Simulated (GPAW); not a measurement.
## Geometry relaxation, with input and output: BF$_{3}$ (part 4 of 5)

The same run, continued: BF$_{3}$; PBE/real-space grid, dispersion D3(0), scalar-relativistic datasets (GPAW 26.7.0). The geometry comes from this level: GFN2-xTB.

Geometry of the input (Å):
```
F  0.5395  0.2090  1.1643
B  -0.0005  0.0000  0.0003
F  -0.2628  -1.2132  -0.3865
F  -0.2762  1.0042  -0.7782
```

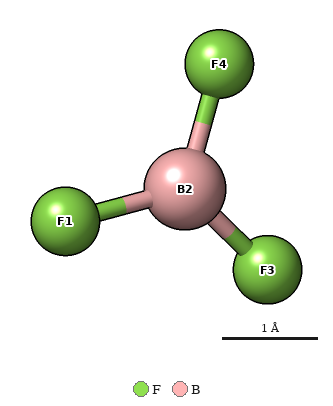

Figure 1. The geometry at step 7 of the log (ball-and-stick view, seen at a tilt; atoms are numbered from 1 in the order of the input).

### Log, continued
```
Force computation time: 0.009  # s
       .---------------------.
      /|                     |
     / |                     |
    /  |                     |
   /   |                     |
  /    |                     |
 *     |                     |
 |     |                     |
 |     |        F            |
 |     |       B             |
 |     |        F            |
 |     |      F              |
 |     .---------------------.
 |    /                     /
 |   /                     /
 |  /                     /
 | /                     /
 |/                     /
 *---------------------*

Atoms  # Å, Bohr magnetons
|   | symbol |        x |        y |        z |    initial magnetic moments |
|---|--------|----------|----------|----------|-----------------------------|
| 0 |      F | 4.682410 | 5.379205 | 6.071260 | ( 0.0000,  0.0000,  0.0000) |
| 1 |      B | 4.414262 | 5.167305 | 4.719623 | ( 0.0000,  0.0000,  0.0000) |
| 2 |      F | 4.132806 | 3.985867 | 4.144618 | ( 0.0000,  0.0000,  0.0000) |
| 3 |      F | 4.408101 | 6.230859 | 3.868249 | ( 0.0000,  0.0000,  0.0000) |

Unit cell  # Å
| periodic |        x |         y |        z |   lengths |    angles |
|----------|----------|-----------|----------|-----------|-----------|
|       no | 8.815690 |  0.000000 | 0.000000 |  8.815690 | 90.000000 |
|       no | 0.000000 | 10.217480 | 0.000000 | 10.217480 | 90.000000 |
|       no | 0.000000 |  0.000000 | 9.942490 |  9.942490 | 90.000000 |

Initialization done in: 0.118 s

convergence criteria:
- Maximum [total energy] change in last 3 cyles: 0.0005 eV / valence electron
- Maximum integral of absolute [dens]ity change: 0.0001 electrons / valence electron
- Maximum integral of absolute [eigenst]ate change: 4e-08 eV^2 / valence electron
maximum number of iterations: 100

SCF iterations
|iter     |     time |      energy | eigst |  dens |
|---------|----------|-------------|-------|-------|
|iter:   1| 00:02:27 |  -35.767878c| -7.11 |       |
|iter:   2| 00:02:27 |  -35.767903c| -7.60c| -5.09c|

Converged in 2 steps
SCF loop duration: 0.244 s (0.122 s/step)
Energy contributions relative to reference atoms: (reference = -8811.731923)

Energy contributions:
  Kinetic:         -15.154916
  Coulomb:          -9.682301
  Zero:             11.266190
  External:          0.000000
  Xc:              -22.196876
  Entropy:           0.000000
  Spinorbit:         0.000000
  ----------------------------
  Free energy:     -35.767903
  Extrapolated:    -35.767903

dipole moment: (0.000266, -0.050945, 0.009886)  # |e|*Ang

Fermi level: -5.759
Eigenvalues  # (at kpt = [0.000, 0.000, 0.000])
| band index |      eig [eV] | occ [0-2] |
|------------|---------------|-----------|
|          0 |       -30.876 |     2.000 |
|        ... |               |           |
|          4 |       -13.755 |     2.000 |
|          5 |       -13.599 |     2.000 |
|          6 |       -12.694 |     2.000 |
|          7 |       -11.283 |     2.000 |
|          8 |       -11.080 |     2.000 |
|          9 |       -11.052 |     2.000 |
|         10 |       -10.875 |     2.000 |
|         11 |       -10.188 |     2.000 |
|         12 |        -1.329 |     0.000 |
|         13 |        -0.900 |     0.000 |
|         14 |         1.221 |     0.000 |
|         15 |         1.324 |     0.000 |

Gap: 8.859 eV
Transition (v -> c):
  (s=0, k=0, n=11, [0.00, 0.00, 0.00]) -> (s=0, k=0, n=12, [0.00, 0.00, 0.00])
No difference between direct/indirect transitions
vacuum-level: 0.000  # V

Forces  # eV/Ang
|        x |        y |        z |
|----------|----------|----------|
| -0.00710 |  0.00274 | -0.00532 |  # F    0
|  0.01164 | -0.00481 |  0.01043 |  # B    1
|  0.00908 |  0.01695 |  0.01208 |  # F    2
| -0.00745 | -0.04217 |  0.00854 |  # F    3

Force computation time: 0.009  # s
       .---------------------.
      /|                     |
     / |                     |
    /  |                     |
   /   |                     |
  /    |                     |
 *     |                     |
 |     |                     |
 |     |        F            |
 |     |       B             |
 |     |        F            |
 |     |      F              |
 |     .---------------------.
 |    /                     /
 |   /                     /
 |  /                     /
 | /                     /
 |/                     /
 *---------------------*

Atoms  # Å, Bohr magnetons
|   | symbol |        x |        y |        z |    initial magnetic moments |
|---|--------|----------|----------|----------|-----------------------------|
| 0 |      F | 4.682410 | 5.379206 | 6.071263 | ( 0.0000,  0.0000,  0.0000) |
| 1 |      B | 4.414278 | 5.167300 | 4.719639 | ( 0.0000,  0.0000,  0.0000) |
| 2 |      F | 4.132807 | 3.985868 | 4.144619 | ( 0.0000,  0.0000,  0.0000) |
| 3 |      F | 4.408100 | 6.230854 | 3.868251 | ( 0.0000,  0.0000,  0.0000) |

Unit cell  # Å
| periodic |        x |         y |        z |   lengths |    angles |
|----------|----------|-----------|----------|-----------|-----------|
|       no | 8.815690 |  0.000000 | 0.000000 |  8.815690 | 90.000000 |
|       no | 0.000000 | 10.217480 | 0.000000 | 10.217480 | 90.000000 |
|       no | 0.000000 |  0.000000 | 9.942490 |  9.942490 | 90.000000 |

Initialization done in: 0.118 s

convergence criteria:
- Maximum [total energy] change in last 3 cyles: 0.0005 eV / valence electron
- Maximum integral of absolute [dens]ity change: 0.0001 electrons / valence electron
- Maximum integral of absolute [eigenst]ate change: 4e-08 eV^2 / valence electron
maximum number of iterations: 100

SCF iterations
|iter     |     time |      energy | eigst |  dens |
|---------|----------|-------------|-------|-------|
|iter:   1| 00:02:27 |  -35.767968c| -7.01 |       |
|iter:   2| 00:02:28 |  -35.767988c| -7.50c| -4.97c|

Converged in 2 steps
SCF loop duration: 0.246 s (0.123 s/step)
Energy contributions relative to reference atoms: (reference = -8811.731923)

Energy contributions:
  Kinetic:         -15.157384
  Coulomb:          -9.680234
  Zero:             11.266138
  External:          0.000000
  Xc:              -22.196508
  Entropy:           0.000000
  Spinorbit:         0.000000
  ----------------------------
  Free energy:     -35.767988
  Extrapolated:    -35.767988

dipole moment: (0.000289, -0.050930, 0.009896)  # |e|*Ang

Fermi level: -5.759
Eigenvalues  # (at kpt = [0.000, 0.000, 0.000])
| band index |      eig [eV] | occ [0-2] |
|------------|---------------|-----------|
|          0 |       -30.876 |     2.000 |
|        ... |               |           |
|          4 |       -13.755 |     2.000 |
|          5 |       -13.599 |     2.000 |
|          6 |       -12.694 |     2.000 |
|          7 |       -11.283 |     2.000 |
|          8 |       -11.080 |     2.000 |
|          9 |       -11.052 |     2.000 |
|         10 |       -10.875 |     2.000 |
|         11 |       -10.189 |     2.000 |
|         12 |        -1.329 |     0.000 |
|         13 |        -0.900 |     0.000 |
|         14 |         1.221 |     0.000 |
|         15 |         1.324 |     0.000 |

Gap: 8.859 eV
Transition (v -> c):
  (s=0, k=0, n=11, [0.00, 0.00, 0.00]) -> (s=0, k=0, n=12, [0.00, 0.00, 0.00])
No difference between direct/indirect transitions
vacuum-level: 0.000  # V

Forces  # eV/Ang
|        x |        y |        z |
|----------|----------|----------|
| -0.00695 |  0.00267 | -0.00589 |  # F    0
|  0.01110 | -0.00442 |  0.00895 |  # B    1
|  0.00850 |  0.01685 |  0.01165 |  # F    2
| -0.00695 | -0.04135 |  0.00828 |  # F    3

Force computation time: 0.009  # s
       .---------------------.
      /|                     |
     / |                     |
    /  |                     |
   /   |                     |
  /    |                     |
 *     |                     |
 |     |                     |
 |     |        F            |
 |     |       B             |
 |     |        F            |
 |     |      F              |
 |     .---------------------.
 |    /                     /
 |   /                     /
 |  /                     /
 | /                     /
 |/                     /
 *---------------------*

Atoms  # Å, Bohr magnetons
|   | symbol |        x |        y |        z |    initial magnetic moments |
|---|--------|----------|----------|----------|-----------------------------|
| 0 |      F | 4.682409 | 5.379207 | 6.071265 | ( 0.0000,  0.0000,  0.0000) |
| 1 |      B | 4.414292 | 5.167297 | 4.719653 | ( 0.0000,  0.0000,  0.0000) |
| 2 |      F | 4.132809 | 3.985869 | 4.144620 | ( 0.0000,  0.0000,  0.0000) |
| 3 |      F | 4.408099 | 6.230850 | 3.868252 | ( 0.0000,  0.0000,  0.0000) |

Unit cell  # Å
| periodic |        x |         y |        z |   lengths |    angles |
|----------|----------|-----------|----------|-----------|-----------|
|       no | 8.815690 |  0.000000 | 0.000000 |  8.815690 | 90.000000 |
|       no | 0.000000 | 10.217480 | 0.000000 | 10.217480 | 90.000000 |
|       no | 0.000000 |  0.000000 | 9.942490 |  9.942490 | 90.000000 |

Initialization done in: 0.118 s

convergence criteria:
- Maximum [total energy] change in last 3 cyles: 0.0005 eV / valence electron
- Maximum integral of absolute [dens]ity change: 0.0001 electrons / valence electron
- Maximum integral of absolute [eigenst]ate change: 4e-08 eV^2 / valence electron
maximum number of iterations: 100

SCF iterations
|iter     |     time |      energy | eigst |  dens |
|---------|----------|-------------|-------|-------|
|iter:   1| 00:02:28 |  -35.767979c| -6.53 |       |
|iter:   2| 00:02:28 |  -35.767999c| -7.65c| -4.63c|

Converged in 2 steps
SCF loop duration: 0.303 s (0.152 s/step)
Energy contributions relative to reference atoms: (reference = -8811.731923)

Energy contributions:
  Kinetic:         -15.153308
  Coulomb:          -9.683793
  Zero:             11.266129
  External:          0.000000
  Xc:              -22.197027
  Entropy:           0.000000
  Spinorbit:         0.000000
  ----------------------------
  Free energy:     -35.767999
  Extrapolated:    -35.767999

dipole moment: (0.000313, -0.050950, 0.009983)  # |e|*Ang

Fermi level: -5.759
Eigenvalues  # (at kpt = [0.000, 0.000, 0.000])
| band index |      eig [eV] | occ [0-2] |
|------------|---------------|-----------|
|          0 |       -30.876 |     2.000 |
|        ... |               |           |
|          4 |       -13.755 |     2.000 |
|          5 |       -13.599 |     2.000 |
|          6 |       -12.693 |     2.000 |
|          7 |       -11.282 |     2.000 |
|          8 |       -11.080 |     2.000 |
|          9 |       -11.052 |     2.000 |
|         10 |       -10.875 |     2.000 |
|         11 |       -10.188 |     2.000 |
|         12 |        -1.329 |     0.000 |
|         13 |        -0.900 |     0.000 |
|         14 |         1.221 |     0.000 |
|         15 |         1.324 |     0.000 |

Gap: 8.859 eV
Transition (v -> c):
  (s=0, k=0, n=11, [0.00, 0.00, 0.00]) -> (s=0, k=0, n=12, [0.00, 0.00, 0.00])
No difference between direct/indirect transitions
vacuum-level: 0.000  # V

Forces  # eV/Ang
|        x |        y |        z |
|----------|----------|----------|
| -0.00674 |  0.00232 | -0.00634 |  # F    0
|  0.01085 | -0.00458 |  0.00925 |  # B    1
|  0.00794 |  0.01624 |  0.01158 |  # F    2
| -0.00640 | -0.03977 |  0.00792 |  # F    3

Force computation time: 0.009  # s
       .---------------------.
      /|                     |
     / |                     |
    /  |                     |
   /   |                     |
  /    |                     |
 *     |                     |
 |     |                     |
 |     |        F            |
 |     |       B             |
 |     |        F            |
 |     |      F              |
 |     .---------------------.
 |    /                     /
 |   /                     /
 |  /                     /
 | /                     /
 |/                     /
 *---------------------*

Atoms  # Å, Bohr magnetons
|   | symbol |        x |        y |        z |    initial magnetic moments |
|---|--------|----------|----------|----------|-----------------------------|
| 0 |      F | 4.682409 | 5.379207 | 6.071267 | ( 0.0000,  0.0000,  0.0000) |
| 1 |      B | 4.414305 | 5.167293 | 4.719666 | ( 0.0000,  0.0000,  0.0000) |
| 2 |      F | 4.132810 | 3.985870 | 4.144620 | ( 0.0000,  0.0000,  0.0000) |
| 3 |      F | 4.408098 | 6.230846 | 3.868253 | ( 0.0000,  0.0000,  0.0000) |

Unit cell  # Å
| periodic |        x |         y |        z |   lengths |    angles |
|----------|----------|-----------|----------|-----------|-----------|
|       no | 8.815690 |  0.000000 | 0.000000 |  8.815690 | 90.000000 |
|       no | 0.000000 | 10.217480 | 0.000000 | 10.217480 | 90.000000 |
|       no | 0.000000 |  0.000000 | 9.942490 |  9.942490 | 90.000000 |

Initialization done in: 0.117 s

convergence criteria:
- Maximum [total energy] change in last 3 cyles: 0.0005 eV / valence electron
- Maximum integral of absolute [dens]ity change: 0.0001 electrons / valence electron
- Maximum integral of absolute [eigenst]ate change: 4e-08 eV^2 / valence electron
maximum number of iterations: 100

SCF iterations
|iter     |     time |      energy | eigst |  dens |
|---------|----------|-------------|-------|-------|
|iter:   1| 00:02:28 |  -35.768085c| -6.09 |       |
|iter:   2| 00:02:29 |  -35.768099c| -7.29 | -4.41c|
|iter:   3| 00:02:29 |  -35.768234c| -6.56 | -4.48c|
|iter:   4| 00:02:29 |  -35.768291c| -7.73c| -5.67c|

Converged in 4 steps
SCF loop duration: 0.705 s (0.176 s/step)
Energy contributions relative to reference atoms: (reference = -8811.731923)

Energy contributions:
  Kinetic:         -15.156198
  Coulomb:          -9.681600
  Zero:             11.266082
  External:          0.000000
  Xc:              -22.196575
  Entropy:           0.000000
  Spinorbit:         0.000000
  ----------------------------
  Free energy:     -35.768291
  Extrapolated:    -35.768291

dipole moment: (0.000357, -0.050910, 0.010020)  # |e|*Ang

Fermi level: -5.759
Eigenvalues  # (at kpt = [0.000, 0.000, 0.000])
| band index |      eig [eV] | occ [0-2] |
|------------|---------------|-----------|
|          0 |       -30.876 |     2.000 |
|        ... |               |           |
|          4 |       -13.755 |     2.000 |
|          5 |       -13.599 |     2.000 |
|          6 |       -12.694 |     2.000 |
|          7 |       -11.283 |     2.000 |
|          8 |       -11.080 |     2.000 |
|          9 |       -11.052 |     2.000 |
|         10 |       -10.875 |     2.000 |
|         11 |       -10.188 |     2.000 |
|         12 |        -1.329 |     0.000 |
|         13 |        -0.900 |     0.000 |
|         14 |         1.221 |     0.000 |
|         15 |         1.324 |     0.000 |

Gap: 8.859 eV
Transition (v -> c):
  (s=0, k=0, n=11, [0.00, 0.00, 0.00]) -> (s=0, k=0, n=12, [0.00, 0.00, 0.00])
No difference between direct/indirect transitions
vacuum-level: 0.000  # V

Forces  # eV/Ang
|        x |        y |        z |
|----------|----------|----------|
| -0.00661 |  0.00231 | -0.00688 |  # F    0
|  0.01022 | -0.00416 |  0.00800 |  # B    1
|  0.00756 |  0.01640 |  0.01124 |  # F    2
| -0.00607 | -0.03907 |  0.00752 |  # F    3

Force computation time: 0.009  # s
GPMin:   20 00:02:29      -35.778842        0.029346
Converged: True
Final energy            -35.77884 eV
r(F2-B1) = 1.3438 Ang
r(B1-F0) = 1.3941 Ang
```

### Trajectory as extended XYZ (Å, eV, eV/Å), 21 frames, from step=0 to step=20
```
4
Properties=species:S:1:pos:R:3:forces:R:3 step=0 energy=-22.53980
F     4.8157    5.4222    5.9425   -5.4722   4.9665   2.4215
B     4.2757    5.2133    4.7785    0.2981  -0.8116  -0.8960
F     4.0134    4.0000    4.3917   15.2786  -2.9744  10.1607
F     4.0000    6.2175    4.0000    5.1199  -5.0196  -3.3117
4
Properties=species:S:1:pos:R:3:forces:R:3 step=1 energy=-25.94853
F     4.7523    5.3391    6.1075  -30.9414  29.5946 -10.8948
B     4.2936    5.1922    4.7905    1.4131   3.2207   0.5999
F     4.2569    3.9541    4.5590  -12.6491 -10.2392   0.2483
F     4.0799    6.2880    3.8028   26.5598 -16.3823  30.9093
4
Properties=species:S:1:pos:R:3:forces:R:3 step=2 energy=-29.94435
F     4.6873    5.4405    6.0492   -0.1911 -22.6592  16.9714
B     4.3921    5.2285    4.8907   -0.9297  -1.2644  -8.0642
F     4.1526    4.0167    4.2491   -6.3277 -15.3512 -21.1044
F     4.4576    6.2108    3.7865  -25.0651   4.6674  32.6128
4
Properties=species:S:1:pos:R:3:forces:R:3 step=3 energy=-30.92119
F     4.6136    5.3902    6.0329   33.6055  -0.7084  27.0339
B     4.4226    5.2100    4.8430   -2.0322  -2.4683  -9.2224
F     4.1110    3.9482    4.0699    9.4751   3.9155  35.1541
F     4.3569    6.2437    3.8360   27.3417  -2.3842  15.0184
4
Properties=species:S:1:pos:R:3:forces:R:3 step=4 energy=-34.51274
F     4.6759    5.3731    6.0707    2.9909   2.3342   0.8061
B     4.4282    5.1711    4.7459   -0.7530  -0.2445  -1.7729
F     4.1097    3.9577    4.1946   10.0519   0.4293 -27.6080
F     4.3706    6.2378    3.8489   19.4291  -2.5181   8.0432
4
Properties=species:S:1:pos:R:3:forces:R:3 step=5 energy=-35.68823
F     4.6857    5.3837    6.0701   -1.2621  -0.7859   0.8124
B     4.4338    5.1703    4.7357   -0.6702  -0.5986  -1.3738
F     4.1260    3.9627    4.1361    3.1912   1.7596   3.9736
F     4.4104    6.2352    3.8634   -0.9129  -1.3107   2.1356
4
Properties=species:S:1:pos:R:3:forces:R:3 step=6 energy=-35.74423
F     4.6827    5.3784    6.0714   -0.0692   0.2303   0.1131
B     4.4244    5.1664    4.7273   -0.3033  -0.3825  -0.6064
F     4.1374    3.9677    4.1431   -1.7564   1.2457   0.8740
F     4.4125    6.2273    3.8671   -1.8198   1.0270   0.5506
4
Properties=species:S:1:pos:R:3:forces:R:3 step=7 energy=-35.74873
F     4.6828    5.3759    6.0735   -0.1448   0.9299  -1.1088
B     4.4311    5.1531    4.7070   -0.4439   0.5368   0.5351
F     4.1325    3.9699    4.1429    0.2409   0.8979   0.6513
F     4.4055    6.2291    3.8675    1.1306   0.3451   0.2950
4
Properties=species:S:1:pos:R:3:forces:R:3 step=8 energy=-35.75810
F     4.6850    5.3796    6.0690   -1.0487  -0.1774   0.8459
B     4.4248    5.1546    4.7182   -0.2527   0.4933  -0.0915
F     4.1337    3.9718    4.1449   -0.2843   1.0256  -0.0547
F     4.4086    6.2284    3.8699   -0.1764   0.5535  -0.5744
4
Properties=species:S:1:pos:R:3:forces:R:3 step=9 energy=-35.76836
F     4.6846    5.3748    6.0703   -0.9260   1.4142   0.3672
B     4.4125    5.1598    4.7225    0.0500   0.3283  -0.2041
F     4.1330    3.9795    4.1441   -0.0755   1.0587   0.2386
F     4.4081    6.2294    3.8701   -0.0374   0.2819  -0.6424
4
Properties=species:S:1:pos:R:3:forces:R:3 step=10 energy=-35.77243
F     4.6823    5.3808    6.0723   -0.0501  -0.3332  -0.3875
B     4.3992    5.1719    4.7218    0.3365  -0.2757  -0.0513
F     4.1311    3.9833    4.1451    0.6598   0.7197  -0.1410
F     4.4100    6.2325    3.8683   -0.8436  -0.4453  -0.0376
4
Properties=species:S:1:pos:R:3:forces:R:3 step=11 energy=-35.77704
F     4.6831    5.3787    6.0716   -0.3515   0.1385  -0.1244
B     4.4058    5.1658    4.7207    0.2156   0.0779  -0.0247
F     4.1324    3.9833    4.1445    0.1240   0.5882   0.0698
F     4.4082    6.2307    3.8684   -0.0678  -0.0311  -0.0135
4
Properties=species:S:1:pos:R:3:forces:R:3 step=12 energy=-35.77758
F     4.6825    5.3790    6.0713   -0.0932   0.0529  -0.0618
B     4.4066    5.1659    4.7193    0.2018   0.0866   0.0547
F     4.1327    3.9841    4.1443    0.0336   0.3907   0.1051
F     4.4078    6.2307    3.8683    0.0853  -0.0021  -0.0043
4
Properties=species:S:1:pos:R:3:forces:R:3 step=13 energy=-35.77782
F     4.6824    5.3791    6.0712   -0.0372   0.0177  -0.0202
B     4.4080    5.1662    4.7185    0.1697   0.0753   0.0866
F     4.1327    3.9846    4.1443    0.0158   0.2869   0.1275
F     4.4078    6.2308    3.8682    0.1003  -0.0196   0.0338
```
